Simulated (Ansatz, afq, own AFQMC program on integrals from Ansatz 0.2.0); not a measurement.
# BH4 (doublet): AFQMC on the coupled-cluster ladder at distance H1–H2 along a hydrogen transfer = 1.106 Å, cc-pVTZ

Aim: compute BH4 (doublet) with auxiliary-field quantum Monte Carlo on the same integrals as coupled cluster, and set the energies side by side.

Program: Ansatz 0.2.0, Gaussian basis, and an in-house AFQMC program (afq) on its integrals; all values are calculated. Level of theory: cc-pVTZ, frozen cores. These are calculated values, not measurements.

Plan: PBE (unrestricted); r2SCAN (unrestricted); PBE0 (unrestricted); B3LYP (unrestricted); wB97M-V (unrestricted); B2PLYP (unrestricted); CCSD(T) on UHF; CCSDT(Q) on UHF; CCSD(T) on UHF; CCSD(T) on UHF; Phaseless AFQMC, CISD trial on UHF.

## Step 1: The geometry

The geometry derives from fragments relaxed apart (PBE0/def2-TZVP) and kept rigid, so it is no stationary point. A hydrogen atom is moved between rigid fragments.

5 atoms, charge 0, spin multiplicity 2.

Atoms are counted from 1 here; the program's logs count them from 0.

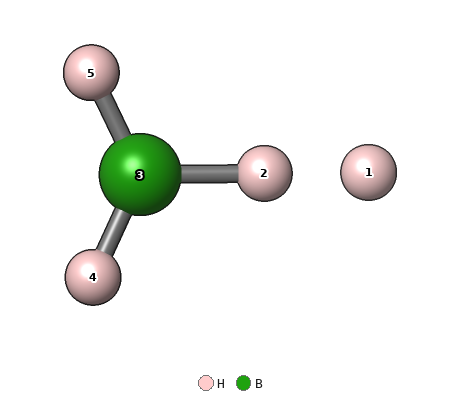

The geometry (hydrogen pink, boron green); atoms are numbered from 1 in the order of the file.

Coordinates:

```xyz
5
charge 0, multiplicity 2
H    -2.2364    0.0000    0.0000
H    -1.1304    0.0000    0.0000
B     0.1846    0.0000    0.0000
H     0.6936    0.0000    1.0770
H     0.6936    0.0000   -1.0770
```

## Step 2: PBE (unrestricted)

The input, in.yaml:

```yaml
crystal:
  periodic: [false, false, false]
  atoms:
    - {symbol: H, position_ang: [-2.236436, 0.000000, 0.000000]}
    - {symbol: H, position_ang: [-1.130436, 0.000000, 0.000000]}
    - {symbol: B, position_ang: [0.184564, 0.000000, 0.000000]}
    - {symbol: H, position_ang: [0.693637, 0.000000, 1.077008]}
    - {symbol: H, position_ang: [0.693637, 0.000000, -1.077008]}
basis:
  gaussian: {orbitals: cc-pVTZ}
magnetization: {spin_polarized: true, initial_magnetization: 1}
hamiltonian: {xc: {name: PBE}}
output: {orbitals: {seedname: orbitals}}
```

On the command line:

```console
$ ansatz run in.yaml --threads 1 --pin off --events-out ev --progress --plain --max-ram 8192MiB --backend cpu
```

Standard output:

```text
Functional definition: PBE
  name "PBE"
  cite "Perdew, Burke & Ernzerhof, Phys. Rev. Lett. 77, 3865 (1996) doi:10.1103/PhysRevLett.77.3865"
  parent pbe
  parameter kappa = 0.804
  parameter beta = 0.06672455060314922
  exchange = pbe_x(kappa = kappa, mu = beta*pi^2/3)
  correlation = pbe_c(beta = beta)
452 factors; their error is unknown
mean field evaluation 1: about -734.5910 eV, gradient 1.3e1 eV
mean field evaluation 2: about -734.8312 eV, gradient 1.2e1 eV
mean field evaluation 4: about -735.8993 eV, gradient 2.5e-1 eV
mean field evaluation 8: about -735.8864 eV, gradient 2.6e-3 eV
mean field evaluation 16: about -734.2693 eV, gradient 2.6e0 eV
mean field evaluation 32: about -735.8864 eV, gradient 2.7e-5 eV
mean field -735.88641109 eV, -27.0433268057 hartree, gradient 2.7e-5 eV, S^2 0.753868; 4 other end points of the search recorded, 0 dependent functions left out
reference -735.88644550 eV, -27.0433280705 hartree; 5, 4 occupied and 81, 82 virtual orbitals, 452 factors
Total energy: -735.88644550 eV, -27.0433280705 hartree
```

Wall time 1.4 s (1 thread of AMD EPYC 7R13 (Zen 3), shared host); peak memory 1.8 GiB.

From the report: ⟨S²⟩ of the determinant 0.754 (pure doublet: 0.75).

## Step 3: r2SCAN (unrestricted)

in.yaml, as its differences from that of step 2:

```diff
@@ -11,3 +11,2 @@
 magnetization: {spin_polarized: true, initial_magnetization: 1}
-hamiltonian: {xc: {name: PBE}}
-output: {orbitals: {seedname: orbitals}}
+hamiltonian: {xc: {name: r2SCAN}}
```

Same command.

Standard output:

```text
Functional definition: r2SCAN
  name "r2SCAN"
  cite "Furness, Kaplan, Ning, Perdew & Sun, J. Phys. Chem. Lett. 11, 8208 (2020) doi:10.1021/acs.jpclett.0c02405"
  cite "Furness, Kaplan, Ning, Perdew & Sun, J. Phys. Chem. Lett. 11, 9248 (2020) doi:10.1021/acs.jpclett.0c03077"
  parent r2scan
  parameter k0 = 0.174
  parameter k1 = 0.065
  parameter a1 = 4.9479
  exchange = r2scan_x(k0 = k0, k1 = k1, a1 = a1)
  correlation = r2scan_c
452 factors; their error is unknown
mean field evaluation 1: about -735.9817 eV, gradient 1.1e1 eV
mean field evaluation 2: about -736.4080 eV, gradient 7.9e0 eV
mean field evaluation 4: about -736.8744 eV, gradient 2.2e-1 eV
mean field evaluation 8: about -736.8612 eV, gradient 3.7e-2 eV
mean field evaluation 16: about -735.6197 eV, gradient 7.6e0 eV
mean field -736.86120092 eV, -27.0791496714 hartree, gradient 4.8e-5 eV, S^2 0.757456; 1 other end points of the search recorded, 0 dependent functions left out
reference -736.86121351 eV, -27.0791501342 hartree; 5, 4 occupied and 81, 82 virtual orbitals, 452 factors
Total energy: -736.86121351 eV, -27.0791501342 hartree
```

Run time: 1.5 s. Hardware: 1 thread of AMD EPYC 7R13 (Zen 3), shared host; peak memory 1.8 GiB.

From the report: ⟨S²⟩ of the determinant 0.757 (pure doublet: 0.75).

## Step 4: PBE0 (unrestricted)

in.yaml, as its differences from that of step 3:

```diff
@@ -11,2 +11,3 @@
 magnetization: {spin_polarized: true, initial_magnetization: 1}
-hamiltonian: {xc: {name: r2SCAN}}
+hamiltonian: {xc: {name: PBE0}}
+output: {orbitals: {seedname: orbitals}}
```

Same command.

Standard output:

```text
Functional definition: PBE0
  name "PBE0"
  cite "Adamo & Barone, J. Chem. Phys. 110, 6158 (1999) doi:10.1063/1.478522"
  cite "Perdew, Burke & Ernzerhof, Phys. Rev. Lett. 77, 3865 (1996) doi:10.1103/PhysRevLett.77.3865"
  parent pbe
  parameter a = 0.25
  parameter kappa = 0.804
  parameter beta = 0.06672455060314922
  exchange = (1 - a)*pbe_x(kappa = kappa, mu = beta*pi^2/3) + a*exact_x
  correlation = pbe_c(beta = beta)
452 factors; their error is unknown
mean field evaluation 1: about -735.6192 eV, gradient 8.8e0 eV
mean field evaluation 2: about -736.0245 eV, gradient 5.0e0 eV
mean field evaluation 4: about -736.2116 eV, gradient 1.9e-1 eV
mean field evaluation 8: about -736.2037 eV, gradient 2.9e-2 eV
mean field evaluation 16: about -736.0442 eV, gradient 1.7e0 eV
mean field -736.20368452 eV, -27.0549863893 hartree, gradient 3.1e-5 eV, S^2 0.756444; 1 other end points of the search recorded, 0 dependent functions left out
reference -736.20371020 eV, -27.0549873331 hartree; 5, 4 occupied and 81, 82 virtual orbitals, 452 factors
Total energy: -736.20371020 eV, -27.0549873331 hartree
```

Wall time 0.84 s (1 thread of AMD EPYC 7R13 (Zen 3), shared host); peak memory 1.8 GiB.

From the report: ⟨S²⟩ of the determinant 0.756 (pure doublet: 0.75).

## Step 5: B3LYP (unrestricted)

in.yaml, as its differences from that of step 4:

```diff
@@ -11,3 +11,2 @@
 magnetization: {spin_polarized: true, initial_magnetization: 1}
-hamiltonian: {xc: {name: PBE0}}
-output: {orbitals: {seedname: orbitals}}
+hamiltonian: {xc: {name: B3LYP}}
```

Launched as before.

Standard output, shortened:

```text
Functional definition: B3LYP
  name "B3LYP"
  cite "Stephens, Devlin, Chabalowski & Frisch, J. Phys. Chem. 98, 11623 (1994) doi:10.1021/j100096a001"
  cite "Becke, Phys. Rev. A 38, 3098 (1988) doi:10.1103/PhysRevA.38.3098"
  cite "Lee, Yang & Parr, Phys. Rev. B 37, 785 (1988) doi:10.1103/PhysRevB.37.785"
  cite "Vosko, Wilk & Nusair, Can. J. Phys. 58, 1200 (1980) doi:10.1139/p80-159"
[...]
452 factors; their error is unknown
[...]
mean field -737.86936260 eV, -27.1161989297 hartree, gradient 3.0e-5 eV, S^2 0.755230; 1 other end points of the search recorded, 0 dependent functions left out
reference -737.86957273 eV, -27.1162066518 hartree; 5, 4 occupied and 81, 82 virtual orbitals, 452 factors
Total energy: -737.86957273 eV, -27.1162066518 hartree
```

It took 0.84 s on 1 thread of AMD EPYC 7R13 (Zen 3), shared host; peak memory 1.8 GiB.

From the report: ⟨S²⟩ of the determinant 0.755 (pure doublet: 0.75).

## Step 6: wB97M-V (unrestricted)

in.yaml, as its differences from that of step 5:

```diff
@@ -11,2 +11,3 @@
 magnetization: {spin_polarized: true, initial_magnetization: 1}
-hamiltonian: {xc: {name: B3LYP}}
+hamiltonian: {xc: {name: wB97M-V}}
+output: {orbitals: {seedname: orbitals}}
```

Same command.

Standard output, shortened:

```text
Functional definition: wB97M-V
  name "wB97M-V"
  cite "Mardirossian & Head-Gordon, J. Chem. Phys. 144, 214110 (2016) doi:10.1063/1.4952647"
  cite "Becke, J. Chem. Phys. 107, 8554 (1997) doi:10.1063/1.475007"
  cite "Vydrov & Van Voorhis, J. Chem. Phys. 133, 244103 (2010) doi:10.1063/1.3521275"
  # Of w^i u^j: cxij and so on, Table III.
[...]
  gx(w, u) = 1 - cx + cx01*u + cx10*w
  gss(w, u) = css00 + css04*u^4 + css10*w + css20*w^2 + css43*w^4*u^3
  gos(w, u) = cos00 + cos10*w + (cos20 + cos21*u)*w^2 + (cos60 + cos61*u)*w^6
[...]
      + integral(e_c_pw_mod_opposite_spin*gos(b97_w_opposite, b97_u_opposite)) + vv10(b, c)
452 factors; their error is unknown
123 factors; integrals over basis functions are off by at most 1.9e-5 eV
[...]
mean field -736.36454979 eV, -27.0608980789 hartree, gradient 5.2e-5 eV, S^2 0.753772; 0 other end points of the search recorded, 0 dependent functions left out
reference -736.36458972 eV, -27.0608995465 hartree; 5, 4 occupied and 81, 82 virtual orbitals, 452 factors
Total energy: -736.36458972 eV, -27.0608995465 hartree
```

Wall time 2.6 s (1 thread of AMD EPYC 7R13 (Zen 3), shared host); peak memory 1.8 GiB.

From the report: ⟨S²⟩ of the determinant 0.754 (pure doublet: 0.75).

## Step 7: B2PLYP (unrestricted)

in.yaml, as its differences from that of step 6:

```diff
@@ -11,3 +11,3 @@
 magnetization: {spin_polarized: true, initial_magnetization: 1}
-hamiltonian: {xc: {name: wB97M-V}}
-output: {orbitals: {seedname: orbitals}}
+hamiltonian: {xc: {name: B2PLYP}}
+correlation: {electrons: outside_noble_gas}
```

The command is unchanged.

Standard output, shortened:

```text
Functional definition: B2PLYP
  name "B2PLYP"
  cite "Grimme, J. Chem. Phys. 124, 034108 (2006) doi:10.1063/1.2148954"
  cite "Becke, Phys. Rev. A 38, 3098 (1988) doi:10.1103/PhysRevA.38.3098"
  cite "Lee, Yang & Parr, Phys. Rev. B 37, 785 (1988) doi:10.1103/PhysRevB.37.785"
[...]
472 factors; integrals over basis functions are off by at most 1.3e-3 eV
[...]
mean field -735.37935635 eV, -27.0246928878 hartree, gradient 2.1e-6 eV, S^2 0.760009; 0 other end points of the search recorded, 0 dependent functions left out
1 core orbitals not correlated: weight in the atoms' cores, before any rotation towards them, 1.000 or more for the frozen orbitals, at most 0.000 for the correlated occupied ones
reference -735.37948846 eV, -27.0246977430 hartree; 4, 3 occupied and 81, 82 virtual orbitals, 472 factors
second order -4.05834287 eV of doubles, -0.00000000 eV of singles
Total energy: -736.47524104 eV, -27.0649659073 hartree
```

Wall time 1.1 s (1 thread of AMD EPYC 7R13 (Zen 3), shared host); peak memory 1.8 GiB.

From the report: ⟨S²⟩ of the determinant 0.760 (pure doublet: 0.75).

## Step 8: CCSD(T) on UHF

in.yaml, as its differences from that of step 7:

```diff
@@ -11,3 +11,2 @@
 magnetization: {spin_polarized: true, initial_magnetization: 1}
-hamiltonian: {xc: {name: B2PLYP}}
-correlation: {electrons: outside_noble_gas}
+correlation: {method: ccsd_t, electrons: outside_noble_gas, hamiltonian_folder: ham}
```

On the command line:

```console
$ ansatz run in.yaml --threads 1 --pin off --events-out ev --progress --plain --max-ram 24576MiB --backend cuda --devices 0, --max-vram 18GiB
```

Standard output, shortened:

```text
Functional definition: HF
  name "HF"
  cite "Fock, Z. Phys. 61, 126 (1930) doi:10.1007/BF01340294"
  parent pbe
[...]
472 factors; integrals over basis functions are off by at most 1.3e-3 eV
[...]
mean field -731.17042978 eV, -26.8700176892 hartree, gradient 3.0e-6 eV, S^2 0.768785; 1 other end points of the search recorded, 0 dependent functions left out
determinant -731.17042978 eV, -26.8700176892 hartree, with singles and doubles -735.28704490 eV, -27.0213005047 hartree
determinant -728.81039254 eV, -26.7832879204 hartree, with singles and doubles -733.48815242 eV, -26.9551924255 hartree
1 core orbitals not correlated: weight in the atoms' cores, before any rotation towards them, 1.000 or more for the frozen orbitals, at most 0.000 for the correlated occupied ones
reference -731.17042978 eV, -26.8700176892 hartree; 4, 3 occupied and 81, 82 virtual orbitals, 472 factors
second order -3.31009478 eV of doubles, -0.00000000 eV of singles
cycle   1  -3.99171783 eV  change   -3.4e-1 eV  update   1.7e-2
[...]
cycle   8  -4.00095203 eV  change   -2.5e-6 eV  update   7.4e-6
perturbative correction -0.08627223 eV, -0.0031704460 hartree
Total energy: -735.25765404 eV, -27.0202204105 hartree
```

Run time: 18 s. Hardware: 1 × NVIDIA H100 80GB HBM3 with 1 thread of AMD EPYC 7R13 (Zen 3), shared host; peak host memory 1.8 GiB.

From the report: ⟨S²⟩ of the determinant 0.769 (pure doublet: 0.75); correlation -4.0872 eV; T1 0.013; largest double amplitude 0.05.

This run also writes the integrals to the folder ham.

(Part 1 of 2 ends here.)
